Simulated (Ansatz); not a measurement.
# Run report: AlAsH₆O₃, single-point calculation

System: AlAsH₆O₃.
Method: RKS PBE0-D4/def2-SVP (Ansatz 0.2.0).

The geometry comes from this level: PBE0-D4/def2-TZVP.

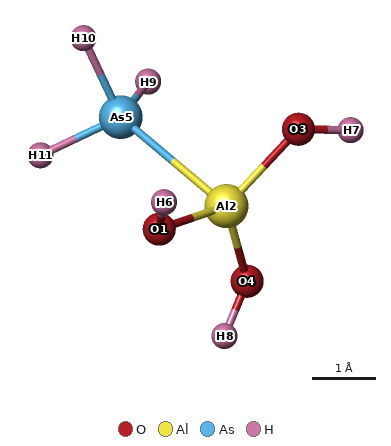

Figure 1. The structure as given in the input (ball-and-stick view, seen at a tilt; atoms are numbered from 1 in the order of the input). Sticks mark near contacts. Bond lengths as drawn: Al–As 2.66 Å, Al–O 1.71 Å, As–H 1.51 Å and H–O 0.96 Å.

Results in brief

```csv
quantity,value
outcome,converged
total energy,−73650.0629 eV
mean-field energy,−73649.8610 eV
dispersion energy,−0.2018 eV
SCF solution under orbital rotations,stable
HOMO,−7.73 eV
LUMO,0.24 eV
hardware,"4 threads of Arm Neoverse V2, 23 GiB of memory available, shared host"
wall time,1.6 s (CPU time 5.6 s)
peak memory,0.27 GiB
```

Input file
```yaml
crystal:
  periodic: [false, false, false]
  atoms:
    - {symbol: O, position_ang: [-1.982956, -0.183211, 0.564510]}
    - {symbol: Al, position_ang: [-0.331100, -0.599111, 0.704707]}
    - {symbol: O, position_ang: [0.570244, 0.069031, 1.994146]}
    - {symbol: O, position_ang: [0.199059, -2.071686, 0.018120]}
    - {symbol: As, position_ang: [0.583793, 1.012734, -1.206818]}
    - {symbol: H, position_ang: [-2.407113, 0.365199, 1.221989]}
    - {symbol: H, position_ang: [1.320179, -0.396351, 2.360093]}
    - {symbol: H, position_ang: [-0.421753, -2.674846, -0.386454]}
    - {symbol: H, position_ang: [2.052228, 1.024275, -1.551091]}
    - {symbol: H, position_ang: [0.415453, 2.506204, -1.079930]}
    - {symbol: H, position_ang: [0.067268, 0.890763, -2.618672]}
basis:
  gaussian: {orbitals: def2-SVP}
hamiltonian: {xc: pbe0, dispersion: d4}
output: {orbitals: {seedname: orbitals}}
```

Launch command:
```bash
ansatz run in.yaml --threads 4 --pin off --events-out ev --progress --plain --max-ram 11315MiB
```

Output
```
Functional definition: PBE0
  name "PBE0"
  cite "Adamo & Barone, J. Chem. Phys. 110, 6158 (1999) doi:10.1063/1.478522"
  cite "Perdew, Burke & Ernzerhof, Phys. Rev. Lett. 77, 3865 (1996) doi:10.1103/PhysRevLett.77.3865"
  parent pbe
  parameter a = 0.25
  parameter kappa = 0.804
  parameter beta = 0.06672455060314922
  exchange = (1 - a)*pbe_x(kappa = kappa, mu = beta*pi^2/3) + a*exact_x
  correlation = pbe_c(beta = beta)
1170 factors; integrals over basis functions are off by at most 1.1e-3 eV
mean field evaluation 1: about -73636.9480 eV, gradient 8.6e1 eV
mean field evaluation 2: about -73610.2437 eV, gradient 1.4e2 eV
mean field evaluation 4: about -73649.6980 eV, gradient 2.4e0 eV
mean field evaluation 8: about -73649.8610 eV, gradient 1.6e-1 eV
mean field evaluation 16: about -73649.8610 eV, gradient 8.2e-5 eV
mean field -73649.86100445 eV, -2706.5824702449 hartree, gradient 2.6e-5 eV, S^2 0.000000; 0 other end points of the search recorded, 0 dependent functions left out
reference -73649.86103477 eV, -2706.5824713588 hartree; 38, 38 occupied and 84, 84 virtual orbitals, 1170 factors
Total energy: -73650.06288346 eV, -2706.5898891614 hartree
```

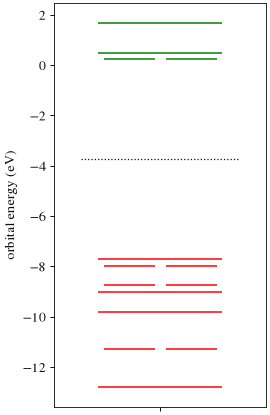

Figure 2. Orbital energies near the frontier; the dotted line parts filled from empty levels, and levels within 0.02 eV of each other stand side by side. Highest filled −7.73 eV, lowest empty 0.24 eV, 7.97 eV apart.
